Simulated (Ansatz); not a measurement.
Bands of a (6,0) AlN nanotube, along its axis.

All values below come from PBE (plane waves to 420 eV, PAW; Ansatz, a program for electronic structure). Mesh 1×1×6. No spin polarisation. It repeats along c; a and b span vacuum. A hypothetical model, rolled from the flat sheet. Only distortions within the start's symmetry and period were free.

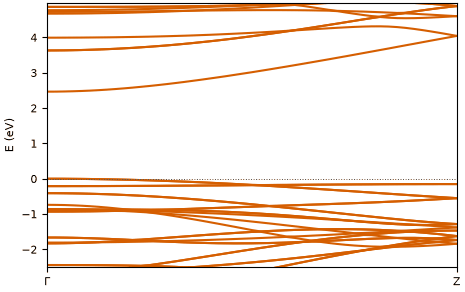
Bands from the zone centre to the zone edge (period 5.34 Å); the dotted line marks the highest filled level

### Question
Is it a metal or a semiconductor at this level? Give what the bands show.

### Answer
A semiconductor in PBE.
PBE gap: 2.47 eV, direct at Γ
